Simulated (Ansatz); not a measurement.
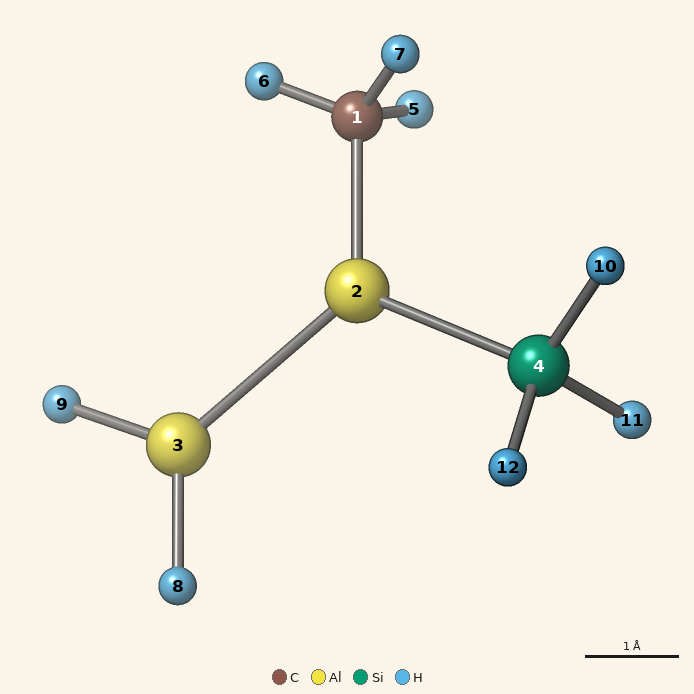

Orthographic view. Distant atoms are faded towards the background colour. The computed structure is the end point of a PBE-D4/def2-SVP optimisation. No frequency run is at hand to confirm it as a minimum.

Give the geometry as a Z-matrix, atoms in numerical order, with these reference atoms: 2 to 1; 3 to 2, 1; 4 to 2, 1, 3; 5 to 1, 2, 4; 6 to 1, 5, 2; 7 to 1, 6, 5; 8 to 3, 2, 1; 9 to 3, 8, 2; 10 to 4, 2, 1; 11 to 4, 10, 2; 12 to 4, 10, 11.

```
C  
Al   1   1.977
Al   2   2.629   1   122.4
Si   2   2.476   1   117.8   3   176.8
H    1   1.115   2   108.5   4    80.4
H    1   1.109   5   106.7   2  -122.7
H    1   1.111   6   108.9   5   114.4
H    3   1.612   2   122.2   1  -178.9
H    3   1.614   8   115.6   2  -179.7
H    4   1.512   2   114.0   1    27.4
H    4   1.516  10   106.4   2   120.7
H    4   1.512  10   107.2  11   113.1
```
